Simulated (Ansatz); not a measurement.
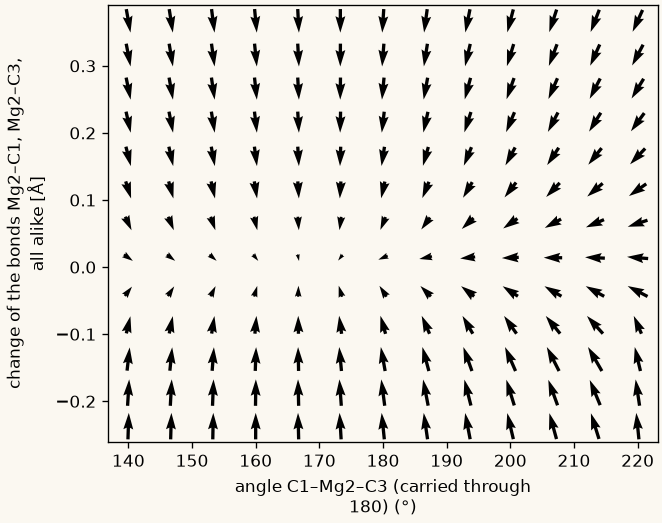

C₂H₅Mg, SMILES [CH2+][Mg][CH3], charge +1. 
- First axis: angle C1–Mg2–C3 (carried through 180). Second axis: change of the bonds Mg2–C1, Mg2–C3, all alike.
- Nothing is relaxed (all other coordinates rigid).
- The grid has 13 × 13 points.
- Points are written as (first, second).
- These are results of RKS PBE-D4/def2-SVP (Ansatz), not measurements.

Drawn: arrows along the force (downhill), their lengths compressed.

The arrows alone are given. Where is the energy lowest?

The arrows converge at about (168°, 0.000 Å) (read from the interpolated surface).

The energy map of the same scan:

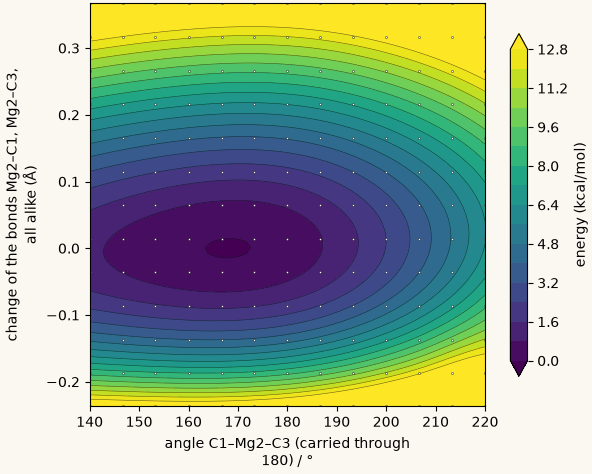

Energies are in kcal/mol, from the lowest grid point; between grid points the surface is interpolated.
